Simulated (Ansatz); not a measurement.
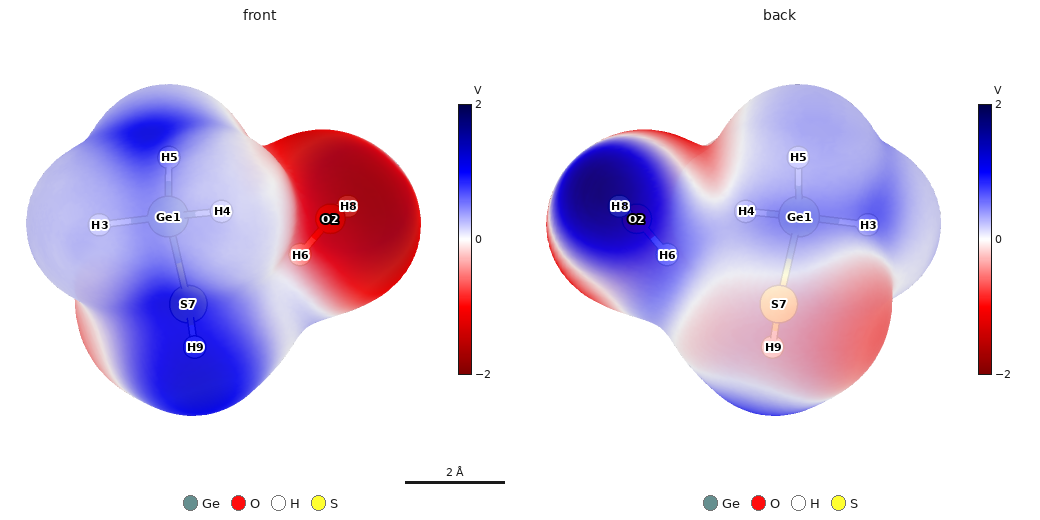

GeH$_{4}$S···H$_{2}$O. The molecular electrostatic potential painted on the density surface at 0.001 e/bohr³, seen from the front and from behind; red is negative and blue positive.

The product side of a reaction path; geometry: PBE0-D4/def2-TZVP; a saddle point, not a minimum.

Computed with Ansatz 0.2.0, RKS PBE0-D4/def2-TZVPP.

```xyz
9

Ge   -0.9398   -0.6034   -0.7601
O     0.5826    0.9098    1.9686
H    -1.4457   -1.4416   -1.9450
H    -0.8196   -1.4633    0.5003
H    -1.8316    0.6208   -0.5434
H     1.0329    0.8173    1.1186
S     1.0645    0.2493   -1.2849
H     0.6516    1.8411    2.1886
H     1.7052   -0.9302   -1.2427
```

Describe the electrostatic potential map.

Answer. The most negative region (about −1.6 V) lies over O2, the most positive (about +1.6 V) over H8. O2 is the likeliest acceptor of a hydrogen bond.
